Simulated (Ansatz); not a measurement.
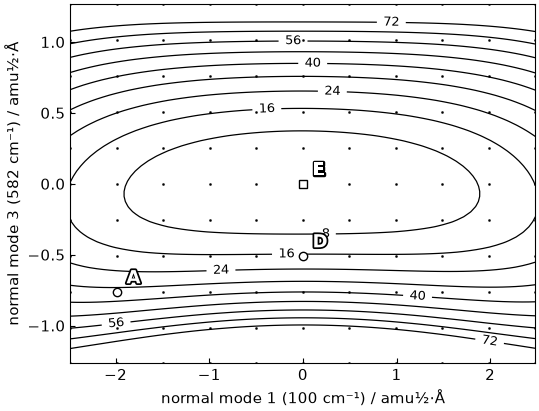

BrClMg, SMILES [Cl][Mg][Br]. 
- First axis: normal mode 1 (100 cm⁻¹). Second axis: normal mode 3 (582 cm⁻¹).
- Nothing is relaxed (straight displacements along the two mass-weighted modes).
- The scan uses an 11 × 11 grid.
- All energies are given in kJ/mol relative to the lowest grid point.
- Level of theory: RKS r2SCAN-D4/def2-TZVP (Ansatz).

In the figure: contour lines labelled in kJ/mol (none above 72), dots at the grid points, lettered points. Between grid points the surface is interpolated.

> What kind of point is each of A, D, E: minimum, saddle, maximum or slope?

A: on a slope; D: on a slope; E: minimum. (In these two coordinates alone; a stationary point may lie a little off the grid point.)

> Rank the lettered points by energy, lowest first.

E (0 kJ/mol), D (17 kJ/mol), A (34 kJ/mol).
